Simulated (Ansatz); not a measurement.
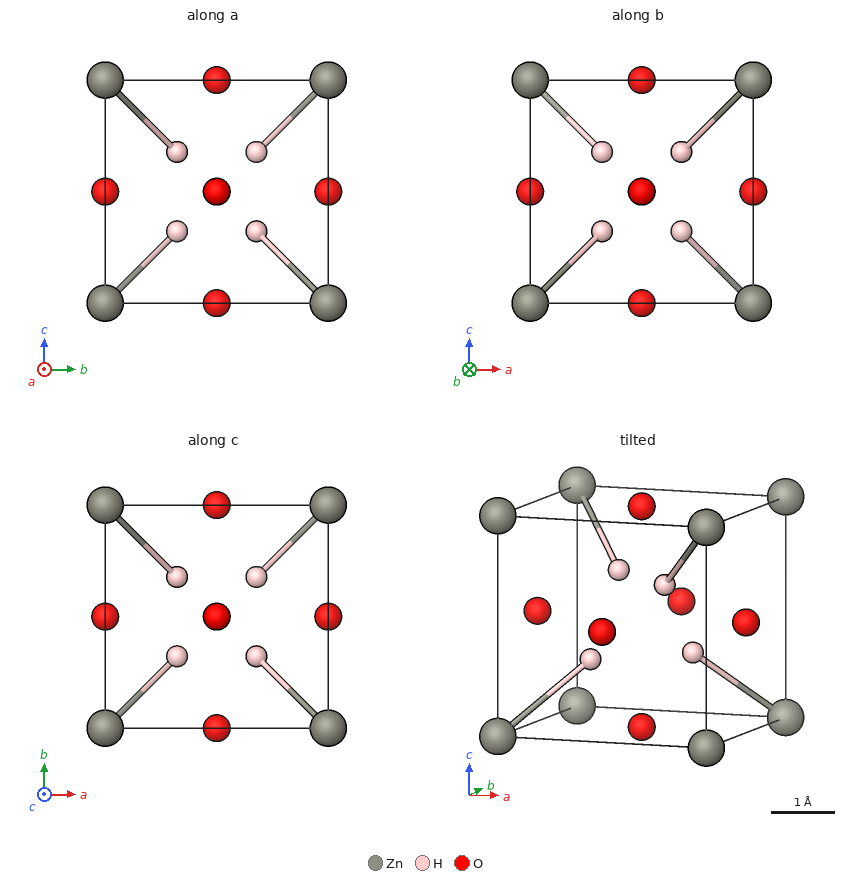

The figure gives a ball-and-stick picture of the atoms, viewed along the a axis, along the b axis, along the c axis and slightly off an axis. The conventional unit cell is drawn as a box.

Lattice parameters: a = 3.5798 Å, b = 3.5798 Å, c = 3.5798 Å, α = 90.000°, β = 90.000°, γ = 90.000°.

### Transcribe the picture into a CIF in P1 with every atom of the cell, with free fractional coordinates to two decimals.

```cif
data_structure
_symmetry_space_group_name_H-M 'P 1'
_symmetry_Int_Tables_number 1
_cell_length_a 3.5798
_cell_length_b 3.5798
_cell_length_c 3.5798
_cell_angle_alpha 90.000
_cell_angle_beta 90.000
_cell_angle_gamma 90.000
_cell_volume 45.88
loop_
_atom_site_label
_atom_site_type_symbol
_atom_site_fract_x
_atom_site_fract_y
_atom_site_fract_z
_atom_site_occupancy
Zn1 Zn 0.00 0.00 0.00 1
H1 H 0.32 0.32 0.32 1
H2 H 0.32 0.68 0.68 1
H3 H 0.68 0.32 0.68 1
H4 H 0.68 0.68 0.32 1
O1 O 0.50 0.50 0.00 1
O2 O 0.50 0.00 0.50 1
O3 O 0.00 0.50 0.50 1
```

It goes back to a structure type filled with these elements by a generator (whether the compound takes this form wasn't checked). What is shown is the relaxed result from Ansatz, DFT PBE, scalar-relativistic, plane waves, PAW.
